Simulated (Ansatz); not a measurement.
System: BrCaGeN (SMILES [N]#[Ge][Ca][Br]).

The calculation's input:

```
crystal:
  periodic: [false, false, false]
  atoms:
    - {symbol: Br, position_ang: [0.000000, 0.000000, -3.795302]}
    - {symbol: Ca, position_ang: [0.000000, 0.000000, -1.215131]}
    - {symbol: Ge, position_ang: [0.000000, 0.000000, 1.666597]}
    - {symbol: "N", position_ang: [0.000000, 0.000000, 3.343836]}
basis:
  gaussian: {orbitals: def2-TZVPD}
hamiltonian: {xc: pbe0}
output: {forces: true, orbitals: {seedname: orbitals}}
```

Command:

```sh
ansatz run input.yaml --threads 2 --pin off --max-ram 4350MiB --events-out events.jsonl --progress --plain --runs-dir runs
```

Geometry: PBE-D3(BJ)/def2-SVP.

Method: Ansatz 0.2.0, isolated molecule in a Gaussian basis; Kohn-Sham density functional theory, functional PBE0.

> Predict the electron density and electron localisation function between the atoms.

Ge–N (1.68 Å): ρ at the midpoint is about 1.3 e/Å³; the ELF peaks at about 0.85 in the valence shell of N, 0.6 Å from its nucleus, and is about 0.35 at the midpoint.
Ca–Br (2.58 Å): the density is about 0.38 e/Å³ at the midpoint; the ELF peaks at about 0.80 in the valence shell of Br, 1.1 Å from its nucleus, and is about 0.35 at the midpoint: a largely ionic contact.
Ca–Ge (2.88 Å): the density is about 0.24 e/Å³ at the midpoint; the ELF peaks at about 0.80 in the valence shell of Ge, 1.3 Å from its nucleus, and is about 0.55 at the midpoint.

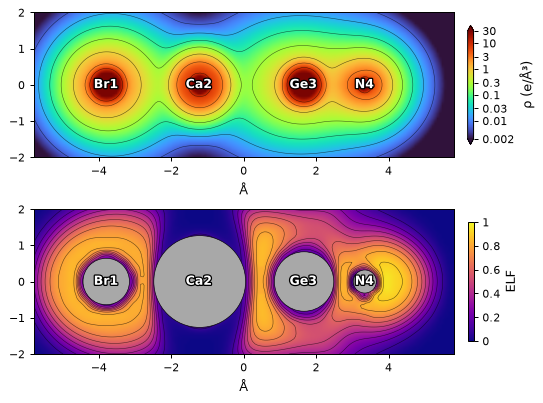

Computed electron density and electron localisation function on a plane that holds the molecular axis, in this order. Grey discs cover the atomic cores in the ELF map. 
